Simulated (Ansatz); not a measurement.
# BH5OSi: ladder of basis sets in Python

How does the energy of BH5OSi converge with the basis? A script is to give a ladder of basis sets; the system is BH5OSi.

Program: Ansatz 0.2.0 through its Python package. The levels of theory stand in the script. These are calculated values, not measurements.

## Step 1: The structure

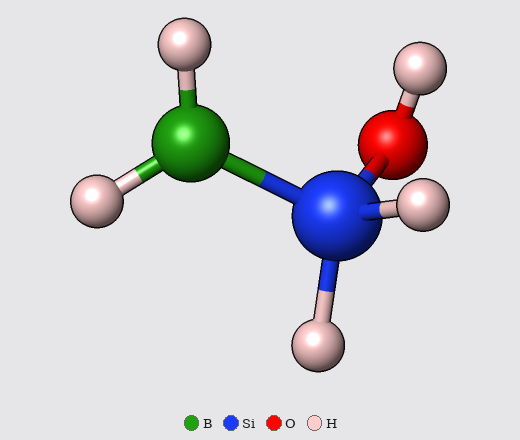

The structure that the script starts from, seen from a chosen angle (boron green, silicon blue, oxygen red, hydrogen pink).

No structure file is read: the coordinates are typed or built in the script.

## Step 2: The script

The input, run_basis.py:

```python
"""How the energy of BH5OSi converges with the basis."""

from dataclasses import dataclass

import ansatz
from ase import Atoms


@dataclass
class Options:
    functional: str = "b3lyp"


opts = Options()

atoms = Atoms(["B", "Si", "O", "H", "H", "H", "H", "H"], positions=[
    [-0.8601, 0.5641, -0.7631],
    [0.6188, 0.08, 0.2934],
    [0.1326, -1.1647, 1.3652],
    [-1.3722, -0.1736, -1.4686],
    [-1.3017, 1.7139, -0.7506],
    [1.1032, 1.2587, 1.0579],
    [1.722, -0.3967, -0.5851],
    [0.0495, -1.9388, 0.7951],
])
molecule = ansatz.Crystal.molecule_from_ase(atoms)

calculation = molecule.calculation().functional(opts.functional)

energies = {}
for basis in ["STO-3G", "6-31G", "6-31G*", "def2-SVP", "def2-SVPD", "def2-TZVP", "def2-TZVPP"]:
    summary = calculation.basis(gaussian=basis).run(threads=1, pin="off").report
    size = summary["n_frozen"] + summary["n_occupied"][0] + summary["n_virtual"][0]
    energies[basis] = (summary["reference_energy_ev"] / 27.211386246, summary["free_energy_ev"] / 27.211386246)
    print(f"{basis:14s} {size:4d} orbitals  reference {energies[basis][0]:14.6f} Ha  total {energies[basis][1]:14.6f} Ha")

last = energies["def2-TZVPP"][1]
for basis, (_, total) in energies.items():
    print(f"{basis:14s} lies {27.211386 * (total - last):9.4f} eV above def2-TZVPP")
```

## Step 3: The input behind the calls

The package turns the script's settings into the engine's input (first run):

```yaml
crystal:
  periodic: [false, false, false]
  atoms:
    - { symbol: B, position_ang: [-0.8601, 0.5641, -0.7631] }
    - { symbol: Si, position_ang: [0.6188, 0.08, 0.2934] }
    - { symbol: O, position_ang: [0.1326, -1.1647, 1.3652] }
    - { symbol: H, position_ang: [-1.3722, -0.1736, -1.4686] }
    - { symbol: H, position_ang: [-1.3017, 1.7139, -0.7506] }
    - { symbol: H, position_ang: [1.1032, 1.2587, 1.0579] }
    - { symbol: H, position_ang: [1.722, -0.3967, -0.5851] }
    - { symbol: H, position_ang: [0.0495, -1.9388, 0.7951] }
basis:
  gaussian:
    orbitals: STO-3G
hamiltonian:
  xc: b3lyp
```

## Step 4: The run

Started as:

```bash
> python run_basis.py
```

Log:

```text
STO-3G           24 orbitals  reference    -387.807988 Ha  total    -387.807988 Ha
6-31G            41 orbitals  reference    -392.476375 Ha  total    -392.476375 Ha
6-31G*           59 orbitals  reference    -392.549753 Ha  total    -392.549753 Ha
def2-SVP         71 orbitals  reference    -392.400554 Ha  total    -392.400554 Ha
def2-SVPD       107 orbitals  reference    -392.415969 Ha  total    -392.415969 Ha
def2-TZVP       129 orbitals  reference    -392.636680 Ha  total    -392.636680 Ha
def2-TZVPP      174 orbitals  reference    -392.639252 Ha  total    -392.639252 Ha
STO-3G         lies  131.4654 eV above def2-TZVPP
6-31G          lies    4.4321 eV above def2-TZVPP
6-31G*         lies    2.4354 eV above def2-TZVPP
def2-SVP       lies    6.4953 eV above def2-TZVPP
def2-SVPD      lies    6.0758 eV above def2-TZVPP
def2-TZVP      lies    0.0700 eV above def2-TZVPP
def2-TZVPP     lies    0.0000 eV above def2-TZVPP
```

Run time: 14 s. Hardware: 1 thread of Arm Neoverse V2, shared host; peak memory 0.37 GiB.

## Step 5: What changed from run to run

The engine's inputs for some of the other runs:

Run 3, against run 1:

```diff
@@ -14 +14 @@
-    orbitals: STO-3G
+    orbitals: "6-31G*"
```

Run 4, against run 1:

```diff
@@ -14 +14 @@
-    orbitals: STO-3G
+    orbitals: def2-SVP
```

Run 5, against run 1:

```diff
@@ -14 +14 @@
-    orbitals: STO-3G
+    orbitals: def2-SVPD
```

## Step 6: Run by run

The 7 runs, in the order started:

```
run       basis  energy (eV)  SCF cycles  CPU time (s)
  1      STO-3G  -10552.7930          13          0.59
  2       6-31G  -10679.8262          15          0.87
  3      6-31G*  -10681.8230          15           1.1
  4    def2-SVP  -10677.7630          14           1.3
  5   def2-SVPD  -10678.1825          16           2.8
  6   def2-TZVP  -10684.1883          16           2.7
  7  def2-TZVPP  -10684.2583          16           3.8
```

## Step 7: Summary of results

| quantity | value |
| --- | --- |
| runs compared | 7 |
| change of the total from set to set | -127.033, -1.997, +4.060, -0.419, -6.006, -0.070 eV |

In words: Against STO-3G: 6-31G -4668.4 mHa, 6-31G* -4741.8 mHa, def2-SVP -4592.6 mHa, def2-SVPD -4608.0 mHa, def2-TZVP -4828.7 mHa and def2-TZVPP -4831.3 mHa. The last step alone is -2.57 mHa (these two sets differ little on atoms other than hydrogen). From the first set to the last the time grows from 0.6 to 3.8 s. Reading the output:
- The geometry is a force-field or estimated start, not a minimum of this method, and the last set is no limit. Much of the fall in a total is atomic energy, which cancels in bond and reaction energies.
- b3lyp holds the VWN-RPA fit, as in Gaussian; the form of ORCA and Turbomole is b3lyp5.
- Totals across families of basis sets mostly measure their core functions.
